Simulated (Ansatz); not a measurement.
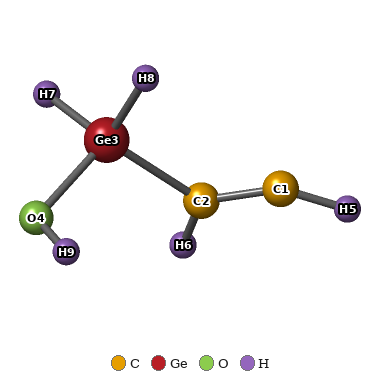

The system is C2H5GeO, SMILES [CH]=[CH][GeH2][OH], spin multiplicity 2; the picture shows the reference structure. Coordinates scanned: (1) umbrella angle at C2 (between each of its bonds and their common axis; 90 is planar); (2) change of the bonds C2–C1, C2–Ge3, C2–H6, all alike. Nothing is relaxed (all other coordinates rigid). Grid: 9 × 9 points. Points are written as (first, second). All energies are given in kJ/mol relative to the lowest grid point. The calculation used Ansatz 0.2.0, UKS SPW92 (LDA)/def2-TZVP.

Its coordinates:

```xyz
9

C    -0.2024    1.2328   -1.4685
C     0.3297    0.9190   -0.3329
Ge    0.3204   -0.9275    0.2711
O    -0.6240   -1.0392    1.7756
H    -0.3986    2.0850   -2.1218
H     0.7941    1.6563    0.3513
H     1.7193   -1.3905    0.7135
H    -0.2982   -1.8008   -0.8402
H    -1.5516   -0.7815    1.6348
```

Range: umbrella angle at C2 (between each of its bonds and their common axis; 90 is planar) from 66 to 114°; change of the bonds C2–C1, C2–Ge3, C2–H6, all alike from −0.159 to 0.246 Å.

Q: Predict the map.

A: The lowest grid point is at (90°, −0.007 Å). No other kind of well shows on this grid. The highest grid point, (66°, −0.159 Å), lies 308 kJ/mol above the lowest. Round the minimum the two coordinates are nearly uncoupled.

| second ↓, first → | 66 | 72 | 78 | 84 | 90 | 96 | 102 | 108 | 114 |
| --- | --- | --- | --- | --- | --- | --- | --- | --- | --- |
| 0.246 | 261 | 244 | 233 | 226 | 223 | 225 | 231 | 241 | 257 |
| 0.195 | 199 | 179 | 165 | 156 | 153 | 155 | 162 | 176 | 196 |
| 0.145 | 147 | 123 | 106 | 96 | 92 | 95 | 104 | 120 | 144 |
| 0.094 | 107 | 78 | 58 | 46 | 42 | 45 | 56 | 76 | 103 |
| 0.043 | 84 | 51 | 28 | 14 | 9 | 13 | 26 | 48 | 80 |
| −0.007 | 84 | 47 | 21 | 5 | 0 | 5 | 19 | 44 | 81 |
| −0.058 | 114 | 73 | 44 | 27 | 21 | 26 | 43 | 71 | 112 |
| −0.109 | 186 | 140 | 108 | 89 | 83 | 89 | 107 | 139 | 183 |
| −0.159 | 308 | 257 | 222 | 201 | 194 | 201 | 221 | 256 | 305 |

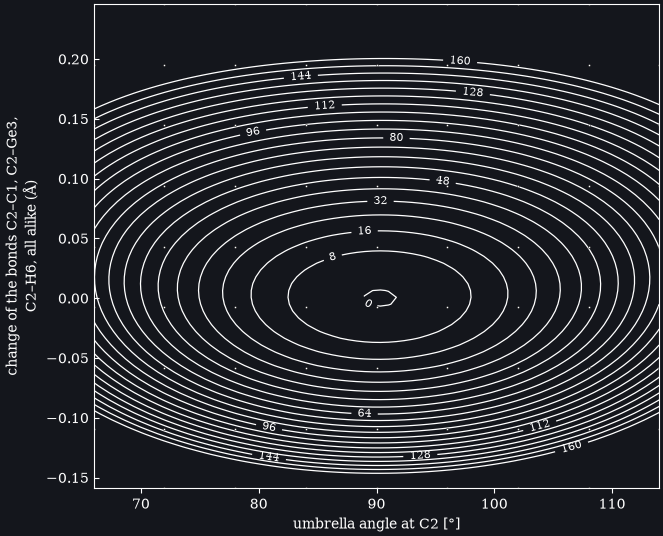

In the figure: contour lines labelled in kJ/mol (none above 160), dots at the grid points. Between grid points the surface is interpolated.

Each point was launched as `ansatz run input.yaml --threads 1 --pin off --max-ram 2560MiB --backend cpu --events-out ev --progress --plain --runs-dir out`. The whole map (81 points run) took 8.8 min on 1 thread of Arm Neoverse V2, on a shared host.
